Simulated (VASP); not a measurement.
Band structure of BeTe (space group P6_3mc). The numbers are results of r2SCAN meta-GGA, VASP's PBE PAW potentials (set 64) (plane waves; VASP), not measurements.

Unless said otherwise, spin-orbit coupling is left out, though it shifts the bands of the heavy elements here.

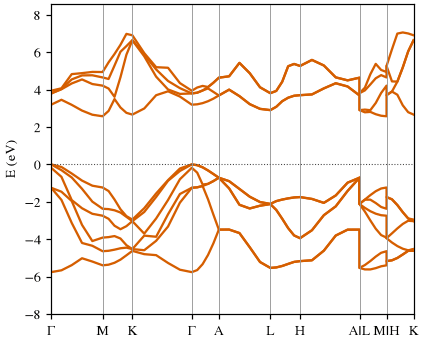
*Bands along high-symmetry lines, zero at the valence-band maximum or, without a gap, the Fermi level*

Read the plot: is there a gap, and where are the band edges?

The gap is indirect, 2.57 eV, from the valence maximum at Γ to the conduction minimum at M.

The structure comes from a computed database's BeTe entry (P6_3mc); how it stands against other phases isn't given here. It was relaxed first.
